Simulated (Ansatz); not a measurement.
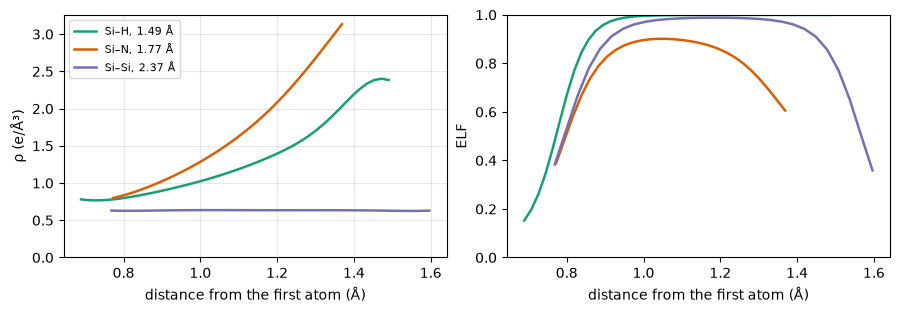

Figure 1: H₁₁NSi₄. Electron density and ELF along straight lines between neighbouring atoms. The curves leave out the atomic cores.

Geometry: B3LYP/def2-SVP.

All numbers below come from Ansatz, isolated molecule in a Gaussian basis; Kohn-Sham density functional theory, functional PBE0.

Input file:

```
crystal:
  periodic: [false, false, false]
  atoms:
    - {symbol: "N", position_ang: [1.074391, -0.906795, -0.341012]}
    - {symbol: Si, position_ang: [-0.920959, 0.791802, 1.929442]}
    - {symbol: Si, position_ang: [0.771274, -0.774020, 1.401803]}
    - {symbol: Si, position_ang: [2.217239, 0.192021, -1.119654]}
    - {symbol: Si, position_ang: [0.096351, -2.004247, -1.320229]}
    - {symbol: H, position_ang: [-1.125690, 0.856068, 3.408974]}
    - {symbol: H, position_ang: [-2.213664, 0.404472, 1.287880]}
    - {symbol: H, position_ang: [-0.546529, 2.153925, 1.442462]}
    - {symbol: H, position_ang: [0.366462, -2.115793, 1.918783]}
    - {symbol: H, position_ang: [2.039100, -0.360750, 2.074995]}
    - {symbol: H, position_ang: [1.582906, 1.480091, -1.536137]}
    - {symbol: H, position_ang: [3.315663, 0.508360, -0.163122]}
    - {symbol: H, position_ang: [2.770439, -0.465319, -2.337451]}
    - {symbol: H, position_ang: [-0.264157, -3.195629, -0.500303]}
    - {symbol: H, position_ang: [0.883184, -2.422212, -2.514922]}
    - {symbol: H, position_ang: [-1.171457, -1.372416, -1.798118]}
basis:
  gaussian:
    orbitals: def2-SVPD
hamiltonian:
  xc: pbe0
output: {forces: true, orbitals: {seedname: orbitals}}
```

Command:

```sh
ansatz run input.yaml --threads 2 --pin off --max-ram 5220MiB --events-out events.jsonl --progress --plain --runs-dir runs
```

Q: Compare the contacts.

A: Si–H (1.49 Å): the density is about 0.77 e/Å³ at the midpoint; the ELF climbs to about 1 towards the hydrogen, as it does in any bond to H.
Si–N (1.77 Å): ρ at the midpoint is about 0.99 e/Å³; the ELF peaks at about 0.90 between the atoms, as expected for a shared but strongly polarised pair.
Si–Si (2.37 Å): ρ is about 0.64 e/Å³ halfway; the ELF peaks at about 1 between the atoms; a shared electron pair.
